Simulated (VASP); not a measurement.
```
CELL_PARAMETERS angstrom
      5.56669     0.00000     0.00000
      0.00000     5.56669     0.00000
      0.00000     0.00000     5.56669
ATOMIC_POSITIONS crystal
  Zn 0.00695 0.99305 0.99305
  Zn 0.49305 0.50695 0.99305
  Zn 0.49305 0.99305 0.50695
  Zn 0.00695 0.50695 0.50695
  Se 0.25000 0.25000 0.25000
  Se 0.75000 0.75000 0.25000
  Se 0.75000 0.25000 0.75000
  S  0.25000 0.75000 0.75000
```

Computed with PBEsol GGA, VASP's PBE PAW potentials (set 64) (plane waves; VASP 6.6.1). Run with 400 eV cut-off, 5×5×5 Γ-centred mesh, tetrahedra with Blöchl corrections, potentials Zn Se S.

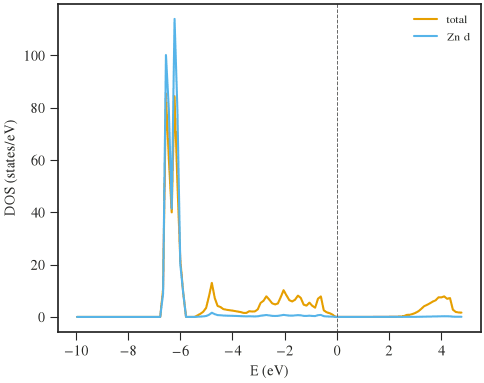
Figure: Total and projected density of states, zero at the valence-band maximum

Within 2 eV below the valence-band maximum the largest weight inside VASP's projection spheres is Se p, then Zn d.

The gap is direct, 1.39 eV, from the valence maximum at Γ to the conduction minimum at Γ.

The structure was generated: Zn4SSe3 was put into an ordered model structure (P-43m), which need not be its known phase. It was relaxed first.
